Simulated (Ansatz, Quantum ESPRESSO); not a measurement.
# Si3Ag (Fm-3m): zone-centre phonons, part 2 of 3

Wanted: the vibrations of Si3Ag (Fm-3m) at Γ, by two programs.

Quantum ESPRESSO 7.5; DFT PBE, scalar-relativistic, plane waves, JTH PAW pseudopotentials.

So far. Step 2 (A probe with smearing): No gap opens on this mesh, so smearing is kept; the start stands at 9.6 GPa. Step 4 (Ground state): The cell stands at 0.015 GPa, close enough for phonons. The relaxed cell has a = 6.395 Å (conventional setting).

The structure was built from a prototype and need not be the compound's stable phase.

## 5. Zone-centre response

At q = 0 one unit cell holds all displacements; symmetry groups them into irreducible representations that are solved one by one. With smeared occupations no response to a homogeneous field can be asked.

ph.in

```
phonons
 &inputph
    prefix='x',
    outdir='./tmp',
    fildyn='g.dyn',
    tr2_ph=1.0d-18,
    alpha_mix(1)=0.4,
    nmix_ph=8,
 /
0.000000000000 0.000000000000 0.000000000000
```

Launch:

```
$ OMP_NUM_THREADS=1 mpirun -n 4 ph.x -nk 4 -in ph.in > ph.out
```

Output:

```text
[banners, grids, parts of the stress and lines that vanish by symmetry left out]
[banner, memory and clock lines left out]
Program PHONON v.7.5

     ./tmp/x.save/

     file Ag.upf: wavefunction(s)  5S 0S 5P 0P 4D 0D renormalized
     file Si.upf: wavefunction(s)  0S 0P renormalized

     IMPORTANT: XC functional enforced from input :
     Exchange-correlation= PBE
                           (   1   4   3   4   0   0   0)
     Any further DFT definition will be discarded
     Please, verify this is what you really want

     G-vector sticks info

     Check: negative core charge=   -0.000009

     negative rho (up, down):  2.228E-02 0.000E+00
     Reading collected, re-writing distributed wavefunctions in ./tmp/

     Number and degeneracy of irreps per q-point
       N         xq(1)         xq(2)         xq(3)   N irreps
       1   0.000000000   0.000000000   0.000000000       4
        3   3   3   3

     Calculation of q =    0.0000000   0.0000000   0.0000000

     phonons

     bravais-lattice index     =            0
     lattice parameter (alat)  =       8.5455  a.u.
     unit-cell volume          =     441.2590 (a.u.)^3
     number of atoms/cell      =            4
     number of atomic types    =            2
     kinetic-energy cut-off    =      40.0000  Ry
     charge density cut-off    =     200.0000  Ry
     convergence threshold     =      1.0E-18
     beta                      =       0.4000
     number of iterations used =            8
     Exchange-correlation= PBE
                           (   1   4   3   4   0   0   0)

     celldm(1)=    8.54547  celldm(2)=    0.00000  celldm(3)=    0.00000
     celldm(4)=    0.00000  celldm(5)=    0.00000  celldm(6)=    0.00000

     crystal axes: (cart. coord. in units of alat)
               a(1) = ( -0.7071  0.0000  0.7071 )
               a(2) = (  0.0000  0.7071  0.7071 )
               a(3) = ( -0.7071  0.7071  0.0000 )

     reciprocal axes: (cart. coord. in units 2 pi/alat)
               b(1) = ( -0.7071 -0.7071  0.7071 )
               b(2) = (  0.7071  0.7071  0.7071 )
               b(3) = ( -0.7071  0.7071 -0.7071 )

     Atoms inside the unit cell:

     Cartesian axes

     site n.  atom      mass           positions (alat units)
        1  Ag    107.8682   tau(    1) = (    0.00000    0.00000    0.00000  )
        2  Si     28.0850   tau(    2) = (   -0.70711    0.70711    0.70711  )
        3  Si     28.0850   tau(    3) = (   -1.06066    1.06066    1.06066  )
        4  Si     28.0850   tau(    4) = (   -0.35355    0.35355    0.35355  )

     Computing dynamical matrix for
                    q = (   0.0000000   0.0000000   0.0000000 )

     49 Sym.Ops. (with q -> -q+G )

     G cutoff =  369.9497  (  20995 G-vectors)     FFT grid: ( 40, 40, 40)
     G cutoff =  295.9597  (  15065 G-vectors)  smooth grid: ( 36, 36, 36)

     number of k points=    29  Marzari-Vanderbilt smearing, width (Ry)=  0.0200
                       cart. coord. in units 2pi/alat
        k(    1) = (   0.0000000   0.0000000   0.0000000), wk =   0.0039062
        k(    2) = (  -0.0883883   0.0883883  -0.0883883), wk =   0.0312500
        k(    3) = (  -0.1767767   0.1767767  -0.1767767), wk =   0.0312500
        [... further k-points left out ...]

     PseudoPot. # 1 for Ag read from file:
     ./pseudo/Ag.upf
     Pseudo is Projector augmented-wave + core cor, Zval = 11.0
     Shape of augmentation charge: BESSEL
     Using radial grid of 1085 points,  6 beta functions with:
                l(1) =   0
                l(2) =   0
                l(3) =   1
                l(4) =   1
                l(5) =   2
                l(6) =   2
     Q(r) pseudized with 0 coefficients

     PseudoPot. # 2 for Si read from file:
     ./pseudo/Si.upf
     Pseudo is Projector augmented-wave + core cor, Zval =  4.0
     Shape of augmentation charge: BESSEL
     Using radial grid of  988 points,  4 beta functions with:
                l(1) =   0
                l(2) =   0
                l(3) =   1
                l(4) =   1
     Q(r) pseudized with 0 coefficients

     Mode symmetry, O_h (m-3m)  point group:

     Atomic displacements:
     There are    4 irreducible representations

     Representation     1      3 modes -  To be done

     Representation     2      3 modes -  To be done

     Representation     3      3 modes -  To be done

     Representation     4      3 modes -  To be done

     Alpha used in Ewald sum =   1.9000

     negative rho (up, down):  2.228E-02 0.000E+00

     Representation #   1 modes #   1   2   3

     Self-consistent Calculation
      iter #   1   av.it.:   4.2
      thresh= 1.000E-02 alpha_mix =  0.400 |ddv_scf|^2 =  5.777E-08
      iter #   2   av.it.:  12.8
      thresh= 2.404E-05 alpha_mix =  0.400 |ddv_scf|^2 =  4.249E-09
      iter #   3   av.it.:  12.4
      thresh= 6.519E-06 alpha_mix =  0.400 |ddv_scf|^2 =  8.558E-10
      iter #   4   av.it.:  12.9
      thresh= 2.925E-06 alpha_mix =  0.400 |ddv_scf|^2 =  2.766E-12
      iter #   5   av.it.:  13.3
      thresh= 1.663E-07 alpha_mix =  0.400 |ddv_scf|^2 =  8.843E-14
      iter #   6   av.it.:  13.1
      thresh= 2.974E-08 alpha_mix =  0.400 |ddv_scf|^2 =  3.391E-15
      iter #   7   av.it.:  13.3
      thresh= 5.823E-09 alpha_mix =  0.400 |ddv_scf|^2 =  2.234E-17
      iter #   8   av.it.:  13.2
      thresh= 4.727E-10 alpha_mix =  0.400 |ddv_scf|^2 =  2.671E-18
      iter #   9   av.it.:  13.3
      thresh= 1.634E-10 alpha_mix =  0.400 |ddv_scf|^2 =  6.193E-20

     End of self-consistent calculation

     Convergence has been achieved

     Representation #   2 modes #   4   5   6

     Self-consistent Calculation
      iter #   1   av.it.:   3.9
      thresh= 1.000E-02 alpha_mix =  0.400 |ddv_scf|^2 =  1.643E-08
      iter #   2   av.it.:  12.6
      thresh= 1.282E-05 alpha_mix =  0.400 |ddv_scf|^2 =  3.450E-09
      iter #   3   av.it.:  12.6
      thresh= 5.873E-06 alpha_mix =  0.400 |ddv_scf|^2 =  3.910E-10
      iter #   4   av.it.:  12.6
      thresh= 1.977E-06 alpha_mix =  0.400 |ddv_scf|^2 =  3.536E-12
      iter #   5   av.it.:  12.8
      thresh= 1.880E-07 alpha_mix =  0.400 |ddv_scf|^2 =  3.758E-13
[...]
End of self-consistent calculation

     Convergence has been achieved

     Representation #   3 modes #   7   8   9

     Self-consistent Calculation
[...]
End of self-consistent calculation

     Convergence has been achieved

     Representation #   4 modes #  10  11  12

     Self-consistent Calculation
[...]
iter #   4   av.it.:  12.7
      thresh= 4.134E-06 alpha_mix =  0.400 |ddv_scf|^2 =  1.087E-10
      iter #   5   av.it.:  13.0
      thresh= 1.043E-06 alpha_mix =  0.400 |ddv_scf|^2 =  5.714E-12
      iter #   6   av.it.:  12.8
      thresh= 2.390E-07 alpha_mix =  0.400 |ddv_scf|^2 =  7.292E-14
      iter #   7   av.it.:  12.5
      thresh= 2.700E-08 alpha_mix =  0.400 |ddv_scf|^2 =  1.226E-14
      iter #   8   av.it.:  13.3
      thresh= 1.107E-08 alpha_mix =  0.400 |ddv_scf|^2 =  9.283E-17
      iter #   9   av.it.:  12.2
      thresh= 9.635E-10 alpha_mix =  0.400 |ddv_scf|^2 =  1.093E-18
      iter #  10   av.it.:  12.6
      thresh= 1.045E-10 alpha_mix =  0.400 |ddv_scf|^2 =  2.313E-20

     End of self-consistent calculation

     Convergence has been achieved

     Number of q in the star =    1
     List of q in the star:
          1   0.000000000   0.000000000   0.000000000

     Diagonalizing the dynamical matrix

     q = (    0.000000000   0.000000000   0.000000000 )

 **************************************************************************
     freq (    1) =       0.302650 [THz] =      10.095330 [cm-1]
     freq (    2) =       0.302650 [THz] =      10.095330 [cm-1]
     freq (    3) =       0.302650 [THz] =      10.095330 [cm-1]
     freq (    4) =       1.770132 [THz] =      59.045235 [cm-1]
     freq (    5) =       1.770132 [THz] =      59.045235 [cm-1]
     freq (    6) =       1.770132 [THz] =      59.045235 [cm-1]
     freq (    7) =       3.195496 [THz] =     106.590257 [cm-1]
     freq (    8) =       3.195496 [THz] =     106.590257 [cm-1]
     freq (    9) =       3.195496 [THz] =     106.590257 [cm-1]
     freq (   10) =       4.436782 [THz] =     147.995106 [cm-1]
     freq (   11) =       4.436782 [THz] =     147.995106 [cm-1]
     freq (   12) =       4.436782 [THz] =     147.995106 [cm-1]
 **************************************************************************

     Mode symmetry, O_h (m-3m)  point group:

     freq (   1-   3) =         10.1  [cm-1]   --> T_1u G_15  G_4- I
     freq (   4-   6) =         59.0  [cm-1]   --> T_1u G_15  G_4- I
     freq (   7-   9) =        106.6  [cm-1]   --> T_2g G_25' G_5+ R
     freq (  10-  12) =        148.0  [cm-1]   --> T_1u G_15  G_4- I
```

Run time: 4.8 min. Hardware: 4 MPI ranks of Arm Neoverse V1, shared host; 19 min of CPU time.

Numbers from this step:

```
largest acoustic frequency at the zone centre before the sum rule : 10.1 cm⁻¹
highest optical zone-centre mode (no LO-TO term)                  : 148 cm⁻¹
lowest optical zone-centre mode                                   : 59.05 cm⁻¹
```

The acoustic modes at Γ come out as far as 10.1 cm⁻¹ from zero, where they should vanish, a sizeable error of basis and grid.

## 6. Modes with the sum rule

A rigid shift of the crystal must cost nothing, but grids and finite bases break this; the acoustic sum rule is imposed before the matrix is diagonalised again.

dynmat.in

```
 &input
    fildyn='g.dyn',
    asr='simple',
    fileig='dynmat.eig',
 /
```

Launch:

```
$ dynmat.x -in dynmat.in > dynmat.out
```

Output:

```text
[banner, memory and clock lines left out]
Program DYNMAT v.7.5

     Reading Dynamical Matrix from file g.dyn
     ...Force constants read
     ...epsilon and Z* not read (not found on file)
     A direction for q was not specified:TO-LO splitting will be absent

     Polarizability (A^3 units)
     multiply by 1.000000 for Clausius-Mossotti correction
         0.000000    0.000000    0.000000
         0.000000    0.000000    0.000000
         0.000000    0.000000    0.000000

     IR activities are in (D/A)^2/amu units

# mode   [cm-1]    [THz]      IR
    1     -0.00   -0.0000    0.0000
    2      0.00    0.0000    0.0000
    3      0.00    0.0000    0.0000
    4     56.77    1.7021    0.0000
    5     56.77    1.7021    0.0000
    6     56.77    1.7021    0.0000
    7    105.57    3.1648    0.0000
    8    105.57    3.1648    0.0000
    9    105.57    3.1648    0.0000
   10    147.55    4.4236    0.0000
   11    147.55    4.4236    0.0000
   12    147.55    4.4236    0.0000

[end of the log left out, with the tail of the file of modes that dynmat.x writes under the same name]
```

The job ended after 0.45 s (1 thread).

Read from the output:

```yaml
highest_optical_zone_centre_mode_no_lo_to_term: 147.6 cm⁻¹
lowest_optical_zone_centre_mode: 56.77 cm⁻¹
```

Unit eigenvectors of the mass-weighted matrix after the sum rule; no LO-TO term. Modes at Γ, with each element's share of the kinetic energy:

```csv
mode,frequency (cm⁻¹),symmetry,Ag %,Si %
1,0.0,acoustic,56,44
2,0.0,acoustic,56,44
3,0.0,acoustic,56,44
4,56.8,T1u,0,100
5,56.8,T1u,0,100
6,56.8,T1u,0,100
7,105.6,T2g,0,100
8,105.6,T2g,0,100
9,105.6,T2g,0,100
10,147.6,T1u,44,56
11,147.6,T1u,44,56
12,147.6,T1u,44,56
```

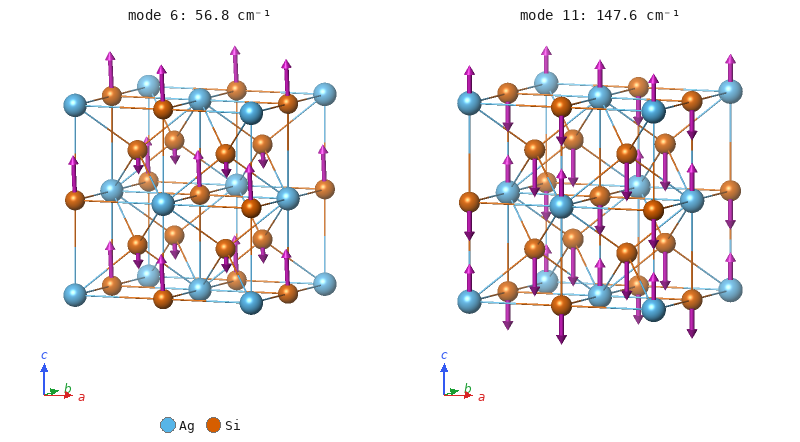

Displacement patterns of modes 6 and 11 at Γ; arrows are exaggerated. Some periodic images of atoms are drawn too.

The rule also moves an optical mode by 2.3 cm⁻¹.

## 7. Sum rules set otherwise: a sum rule for molecules or wires on a crystal

This rule also removes rotations, which suits molecules and not a crystal; it is tried to see the harm.

dynmat.in

```
 &input
    fildyn='g.dyn',
    asr='zero-dim',
    fileig='dynmat.eig',
 /
```

Launch:

```
$ dynmat.x -in dynmat.in > dynmat.out
```

Output:

```text
[banner, memory and clock lines left out]
Program DYNMAT v.7.5

     Reading Dynamical Matrix from file g.dyn
     ...Force constants read
     ...epsilon and Z* not read (not found on file)
     Acoustic Sum Rule: || Z*(ASR) - Z*(orig)|| =    0.000000E+00
     Acoustic Sum Rule: ||dyn(ASR) - dyn(orig)||=    1.280063E-01
     A direction for q was not specified:TO-LO splitting will be absent

     Polarizability (A^3 units)
     multiply by 1.000000 for Clausius-Mossotti correction
         0.000000    0.000000    0.000000
         0.000000    0.000000    0.000000
         0.000000    0.000000    0.000000

     IR activities are in (D/A)^2/amu units

# mode   [cm-1]    [THz]      IR
    1     -0.00   -0.0000    0.0000
    2     -0.00   -0.0000    0.0000
    3     -0.00   -0.0000    0.0000
    4      0.00    0.0000    0.0000
    5      0.00    0.0000    0.0000
    6     59.02    1.7694    0.0000
    7     59.28    1.7771    0.0000
    8     59.28    1.7771    0.0000
    9    106.59    3.1955    0.0000
   10    143.33    4.2971    0.0000
   11    143.33    4.2971    0.0000
   12    147.63    4.4258    0.0000

[end of the log left out, with the tail of the file of modes that dynmat.x writes under the same name]
```

Elapsed: 0.45 s, on 1 thread.

The run ended normally, but on settings that are not sound.

The fault: a sum rule for molecules or wires on a crystal; 2 optical modes are projected out to zero frequency, as if they were rotations.

For a crystal the rule has to be 'simple' or 'crystal'.

Zone-centre frequencies as printed; negative means imaginary. Modes:

```csv
mode,frequency (cm⁻¹)
1,0
2,0
3,0
4,0
5,0
6,59.02
7,59.28
8,59.28
9,106.6
10,143.3
11,143.3
12,147.6
```

## 8. Sum rules set otherwise (asr crystal)

The rule can be imposed in more than one way; the choices should agree where the raw error is small.

dynmat.in

```
 &input
    fildyn='g.dyn',
    asr='crystal',
    fileig='dynmat.eig',
 /
```

Launch:

```
$ dynmat.x -in dynmat.in > dynmat.out
```

Output:

```text
[banner, memory and clock lines left out]
Program DYNMAT v.7.5

     Reading Dynamical Matrix from file g.dyn
     ...Force constants read
     ...epsilon and Z* not read (not found on file)
     Acoustic Sum Rule: || Z*(ASR) - Z*(orig)|| =    0.000000E+00
     Acoustic Sum Rule: ||dyn(ASR) - dyn(orig)||=    8.708735E-04
     A direction for q was not specified:TO-LO splitting will be absent

     Polarizability (A^3 units)
     multiply by 1.000000 for Clausius-Mossotti correction
         0.000000    0.000000    0.000000
         0.000000    0.000000    0.000000
         0.000000    0.000000    0.000000

     IR activities are in (D/A)^2/amu units

# mode   [cm-1]    [THz]      IR
    1     -0.00   -0.0000    0.0000
    2     -0.00   -0.0000    0.0000
    3      0.00    0.0000    0.0000
    4     59.02    1.7694    0.0000
    5     59.02    1.7694    0.0000
    6     59.02    1.7694    0.0000
    7    106.59    3.1955    0.0000
    8    106.59    3.1955    0.0000
    9    106.59    3.1955    0.0000
   10    147.63    4.4258    0.0000
   11    147.63    4.4258    0.0000
   12    147.63    4.4258    0.0000

[end of the log left out, with the tail of the file of modes that dynmat.x writes under the same name]
```

Elapsed: 0.45 s, on 1 thread.

Numbers from this step:

| Quantity | Value |
| --- | --- |
| lowest optical zone-centre mode | 59.02 cm⁻¹ |

Zone-centre frequencies as printed; negative means imaginary. Modes:

```csv
mode,frequency (cm⁻¹)
1,0
2,0
3,0
4,59.02
5,59.02
6,59.02
7,106.6
8,106.6
9,106.6
10,147.6
11,147.6
12,147.6
```

Against the first rule no mode moves by more than 2.3 cm⁻¹.

[end of part 2 of 3]

[Host names and launcher messages were left out of these logs when they were recorded.]

[Logs are printed without paths, hosts, clocks, repeated set-up lines and the standing remarks that a program may print on its own settings, such as how far it seeks lower states.]

[Hosts, paths, dates, database ids (printed as entryN), source tags and the programs' standing remarks are cut or masked in the printed files.]
